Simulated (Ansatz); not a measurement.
BH3···HF

Input file:

```
crystal:
  periodic: [false, false, false]
  atoms:
    - {symbol: B, position_ang: [-0.630867, 0.048883, -0.186678]}
    - {symbol: F, position_ang: [1.366710, 0.159836, -0.021027]}
    - {symbol: H, position_ang: [-0.650175, -0.522411, -1.234358]}
    - {symbol: H, position_ang: [-0.837553, 1.223559, -0.144247]}
    - {symbol: H, position_ang: [1.491532, -0.316444, 0.763099]}
    - {symbol: H, position_ang: [-0.739648, -0.593323, 0.823210]}
basis:
  gaussian: {orbitals: def2-TZVPP}
hamiltonian: {xc: pbe0, dispersion: d4}
output: {orbitals: {seedname: orbitals}}
```

Command:

```sh
ansatz run in.yaml --threads 2 --pin off --events-out ev --progress --plain --max-ram 4352MiB
```

The product side of a reaction path; geometry: PBE0-D4/def2-TZVP.

These are results of RKS PBE0-D4/def2-TZVPP (Ansatz), not measurements.

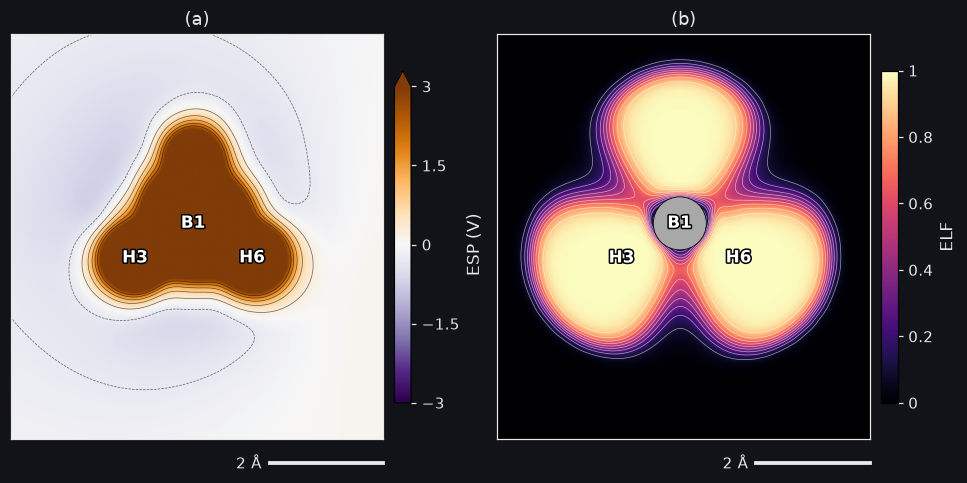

Figure 1. (a) molecular electrostatic potential; (b) ELF on the plane of atoms H3, B1 and H6. Grey discs cover the atomic cores in the ELF map.

Q: What does the map show?

A:
- The section cuts through B and H sites.
- B–H (1.19 Å): the ELF climbs to about 1 towards the hydrogen, as it does in any bond to H; a covalent bond by its length.
- Outside the dense part of the complex the potential is most negative (−0.7 V) near H3.

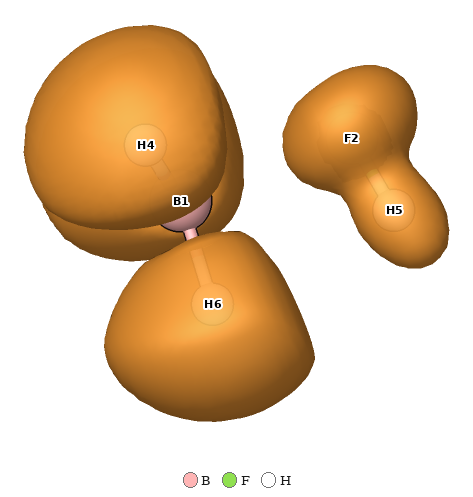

Figure 2. Isosurface of the ELF at 0.75 (orange), seen across its widest extent. Only the valence region is drawn (cores and ρ < 0.01 e/Å³ removed).

Q: Where are the electrons localised?

A: The ELF exceeds this value in three regions around hydrogen nuclei and one joined region spread over several atoms (F, H), in which their bonds and any lone pairs are merged. Along the contacts the grid gives the following. B1···F2 (2.01 Å): the ELF peaks at about 0.90 in the valence shell of F, 0.6 Å from its nucleus, and is about 0.30 at the midpoint. F–H (0.93 Å): the ELF climbs to about 1 towards the hydrogen; a covalent bond by its length.

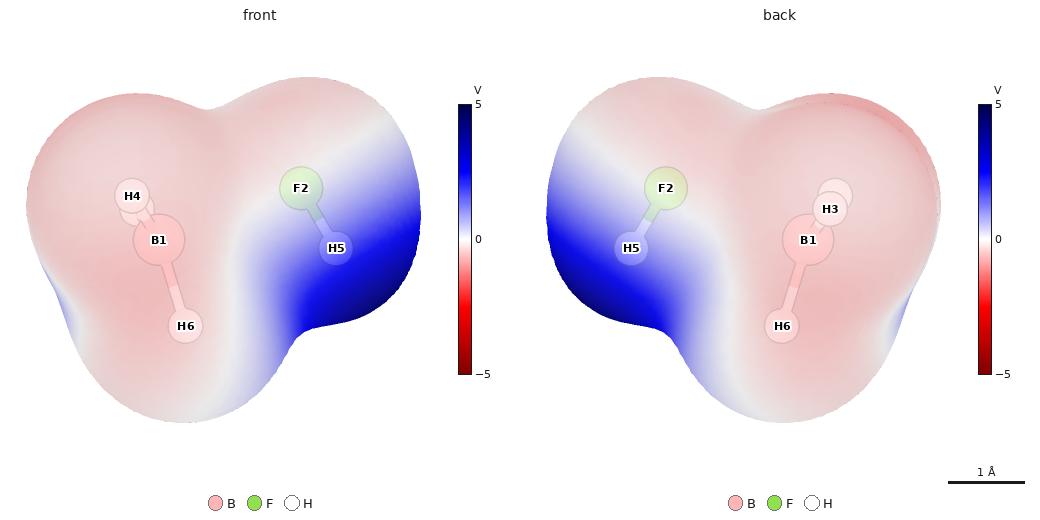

Figure 3. The molecular electrostatic potential painted on the density surface at 0.002 e/bohr³, seen from the front and from behind; the colour scale runs from red (negative) to blue (positive).

Q: Describe the electrostatic potential map.

A: The most negative region (about −0.7 V) lies over H3, the most positive (about +4.3 V) over H5.
